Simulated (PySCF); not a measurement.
```csv
atom,x (Å),y (Å),z (Å)
C,-1.5235,-2.5839,4.1242
C,-1.2216,-1.8322,3.2312
C,-0.8848,-0.9795,2.2294
C,-0.5664,-0.2139,1.3411
Si,-0.1991,0.9709,-0.0352
C,0.9327,0.0403,-1.2569
C,2.2309,-0.4409,-0.6207
C,3.1409,-1.1365,-1.6268
Si,-2.1567,1.6715,-1.0379
N,-3.0594,2.3985,0.2382
H,-1.7831,-3.2374,4.9018
H,0.6108,2.0246,0.6112
H,1.1712,0.6934,-2.1001
H,0.4052,-0.8197,-1.6756
H,2.7596,0.4118,-0.1887
H,1.9967,-1.1273,0.1961
H,2.6435,-2.0043,-2.0559
H,4.0599,-1.4695,-1.1488
H,3.4007,-0.4569,-2.4369
H,-2.8742,0.5896,-1.7444
H,-2.0051,2.7561,-2.0143
H,-3.9230,2.8684,0.0181
H,-3.1599,1.9040,1.1098
```

Geometry: GFN2-xTB.

Method: PBE0/pcSseg-1, SCF density, gas phase, non-relativistic in PySCF 2.14.0.

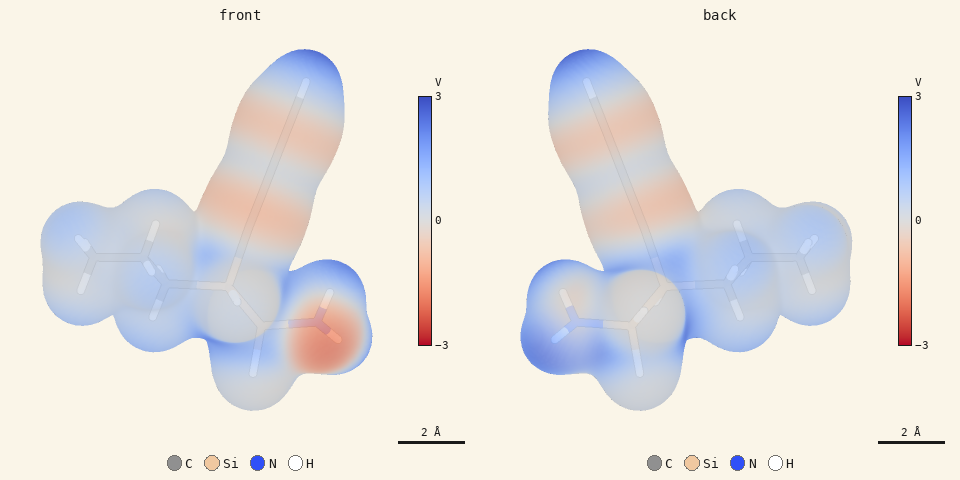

C7H13NSi2. The molecular electrostatic potential painted on the density surface at 0.004 e/bohr³, seen from the front and from behind; the colour scale runs from red (negative) to blue (positive).

Describe the electrostatic potential map.

Answer. The most negative region (about −1.6 V) lies over N10, the most positive (about +2.3 V) over H11. N10 is the likeliest acceptor of a hydrogen bond.

How polar is the molecule by this calculation?

Answer. Its dipole moment is 0.89 D.
